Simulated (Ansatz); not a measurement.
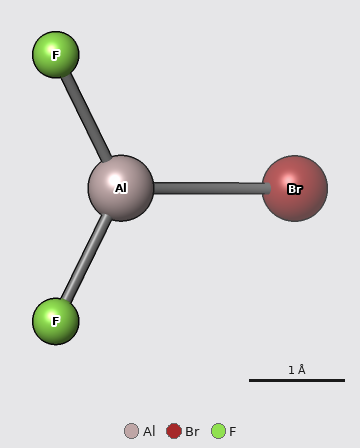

The structure as given in the input (ball-and-stick view, seen at a tilt). Sticks mark near contacts. Bond lengths as drawn: Al–Br 2.22 Å and Al–F 1.63 Å.

## Run report: AlBrF₂, single-point calculation

- system: AlBrF₂
- method: RKS BHLYP-D4/def2-TZVPP (Ansatz 0.2.0)

The geometry comes from this level: PBE0-D4/def2-TZVP.

**What the program printed**
```
Functional definition: BHLYP
  name "BHLYP"
  cite "Becke, J. Chem. Phys. 98, 1372 (1993) doi:10.1063/1.464304"
  cite "Becke, Phys. Rev. A 38, 3098 (1988) doi:10.1103/PhysRevA.38.3098"
  cite "Lee, Yang & Parr, Phys. Rev. B 37, 785 (1988) doi:10.1103/PhysRevB.37.785"
  parameter a = 0.5
  exchange = (1 - a)*b88_x + a*exact_x
  correlation = lyp_c
1110 factors; their error is unknown
mean field evaluation 1: about -82079.2895 eV, gradient 4.9e1 eV
mean field evaluation 2: about -82077.4220 eV, gradient 6.4e1 eV
mean field evaluation 4: about -82082.7969 eV, gradient 8.1e-1 eV
mean field evaluation 8: about -82083.7557 eV, gradient 7.6e-1 eV
mean field evaluation 16: about -82083.7561 eV, gradient 3.2e-5 eV
mean field -82083.75612981 eV, -3016.5223994022 hartree, gradient 3.1e-5 eV, S^2 0.000000; 0 other end points of the search recorded, 0 dependent functions left out
reference -82083.75627629 eV, -3016.5224047854 hartree; 33, 33 occupied and 119, 119 virtual orbitals, 1110 factors
Total energy: -82083.88316541 eV, -3016.5270678745 hartree
```

The run was set up as follows.

**Input file**
```yaml
crystal:
  periodic: [false, false, false]
  atoms:
    - {symbol: Al, position_ang: [-0.392194, -0.619719, -0.585534]}
    - {symbol: Br, position_ang: [1.592517, -1.410899, 0.003580]}
    - {symbol: F, position_ang: [-0.549562, 0.336324, -1.898015]}
    - {symbol: F, position_ang: [-1.723407, -0.983123, 0.284637]}
basis:
  gaussian: {orbitals: def2-TZVPP}
hamiltonian: {xc: {name: BHLYP}, dispersion: d4}
```

Command:
```bash
ansatz run in.yaml --threads 4 --pin off --events-out ev --progress --plain --max-ram 9574MiB
```

**Results in brief**

```csv
quantity,value
outcome,converged
total energy,−82083.8832 eV
mean-field energy,−82083.7563 eV
dispersion energy,−0.1269 eV
SCF solution under orbital rotations,stable
hardware,"4 threads of Arm Neoverse V1, 23 GiB of memory available, shared host"
wall time,1.4 s (CPU time 5.2 s)
peak memory,0.46 GiB
```
